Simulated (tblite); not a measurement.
# Nudged elastic band of CH₁₀GeOSi₂

CH₁₀GeOSi₂, SMILES [SiH3][CH2][GeH2][O][SiH3], computed with GFN2-xTB climbing-image nudged elastic band, gas phase (tblite 0.8.0).

It belongs to a series of runs on one base structure; here: constitutional isomer.

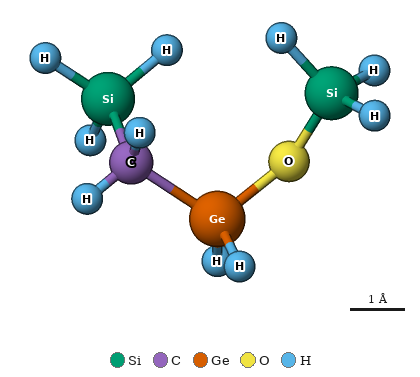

*The structure as given in the input (ball-and-stick view, seen at a tilt). Sticks mark near contacts.*

Bond lengths as drawn: C–Ge 1.97 Å, C–H 1.09 Å, C–Si 1.90 Å, Ge–H 1.51 to 1.52 Å, Ge–O 1.75 Å, H–Si 1.46 to 1.47 Å and O–Si 1.62 Å.

Key numbers:

```tsv
quantity	value
outcome	converged
forward barrier	0.082 eV
hardware	1 CPU thread, shared host
wall time	2.2 s
peak memory	0.18 GiB
```

Input:
```
{"job": {"kind": "neb", "xc": "GFN2-xTB", "basis": "xTB", "atoms": [0, 1, 2, 3], "turn": 120}, "charge": 0, "multiplicity": 1}
Si    -2.065866     0.660955    -0.149294
C     -1.225127    -0.912123     0.510579
Ge     0.453849    -1.338101    -0.422526
O      1.560296     0.003753    -0.253978
Si     2.239651     1.036910     0.790602
H     -2.468128     0.437051    -1.541866
H     -3.261169     0.895492     0.672120
H     -1.173212     1.815201    -0.053650
H     -1.003979    -0.796772     1.572134
H     -1.898276    -1.763148     0.416468
H      0.365600    -1.466463    -1.922840
H      1.188261    -2.538861     0.150287
H      3.281105     0.335920     1.544247
H      2.771095     2.081900    -0.078557
H      1.231487     1.556276     1.722738
```

The first line tells a small driver script what to run in tblite; the rest is the geometry in Å.

Run as:
```bash
OMP_NUM_THREADS=1 python <driver script> task.json out
```

The program's output:
```
image   E - E0 / eV
  0       0.0000
  1       0.0136
  2       0.0388
  3       0.0642
  4       0.0800
  5       0.0821
  6       0.0737
  7       0.0636
  8       0.0598
```
